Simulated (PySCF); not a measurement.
## Electronic structure of C4H9ClGe in real space

Input file:

```
{"job": {"kind": "uv", "xc": "CAM-B3LYP", "basis": "def2-SVPD", "dynamic": true, "nstates": 6, "ntriplets": 0}, "charge": 0, "multiplicity": 1}
C      2.301210    -0.289662    -0.715555
C      1.489561     0.485700     0.008806
Ge    -0.350706     0.029101     0.413002
C     -0.831297    -1.682780    -0.393755
C     -1.491487     1.459842    -0.321169
Cl    -1.049688     3.028086     0.423472
H      1.975459    -1.254252    -1.121922
H      3.335121    -0.000724    -0.937543
H      1.868816     1.441242     0.391371
H     -0.579384     0.009182     1.938291
H     -1.874758    -1.939300    -0.160955
H     -0.184479    -2.484045    -0.007020
H     -0.716746    -1.641073    -1.487185
H     -1.349479     1.554890    -1.406909
H     -2.557134     1.280622    -0.121434
```

Launched as:

```sh
OMP_NUM_THREADS=1 python probes_run.py task.json out
```

Geometry: PBE0-D3(BJ)/def2-SVP.

Theory: PySCF 2.14.0, CAM-B3LYP/def2-SVPD, SCF density, gas phase.

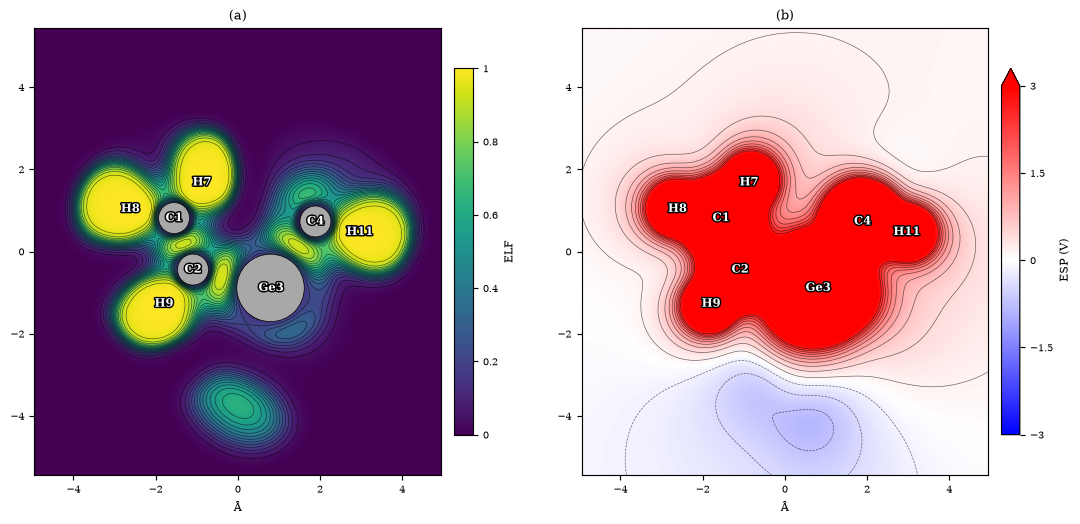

Figure 1. (a) ELF; (b) molecular electrostatic potential on the plane of atoms C1, C2 and H9. Grey discs cover the atomic cores in the ELF map.

> Read the bonding off the picture.

Atoms in the plane: C, Ge and H.
C–C (1.34 Å): the ELF peaks at about 0.90 between the atoms: a short, multiple covalent bond.
C–Ge (1.94 Å): the ELF peaks at about 0.95 in the valence shell of C, 0.7 Å from its nucleus, and is about 0.70 at the midpoint.
C–H (1.10 Å): the ELF climbs to about 1 towards the hydrogen, as it does in any bond to H: a covalent bond by its length.
Outside the dense part of the molecule the potential is most negative (−0.8 V) near Cl6, which lies off the plane.

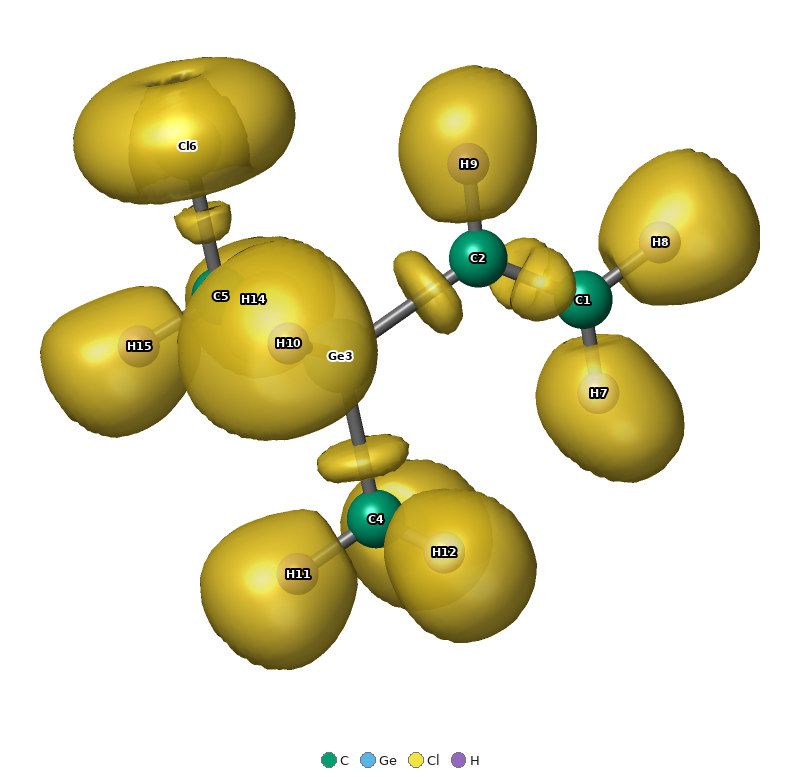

Figure 2. Isosurface of the ELF at 0.8 (yellow), seen across its widest extent. Core shells and regions of very low density are left out.

> Identify the bonds, lone pairs and shells in this picture.

The surface consists of one region between bonded C–C atoms (shared pairs), one region between bonded C–Cl atoms (shared pairs), nine regions around hydrogen nuclei, three lobes of the valence shell of C pointing towards Ge (polar bonds) and one ring or bowl of non-bonding electrons around Cl.


 C–Cl (1.79 Å): the ELF peaks at about 0.90 between the atoms: a covalent bond.

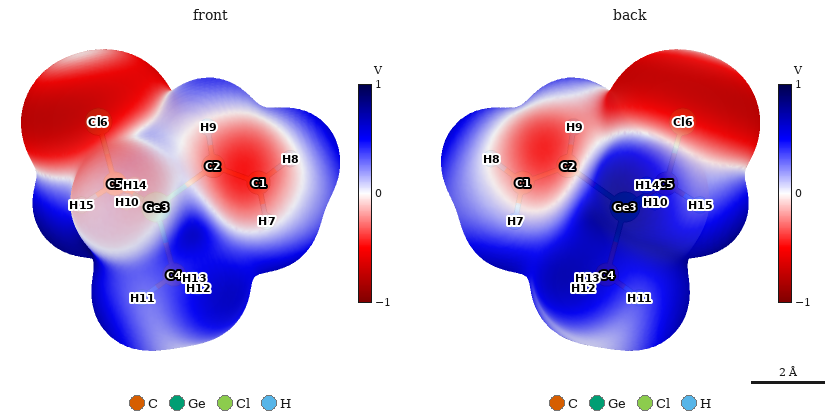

Figure 3. The molecular electrostatic potential painted on the density surface at 0.001 e/bohr³, seen from the front and from behind; red is negative and blue positive.

> Describe the electrostatic potential map.

The most negative region (about −0.7 V) lies over Cl6, the most positive (about +0.8 V) over Ge3, H14 and H15.

> What dipole moment does the calculation give?

Its dipole moment is 2.39 D.
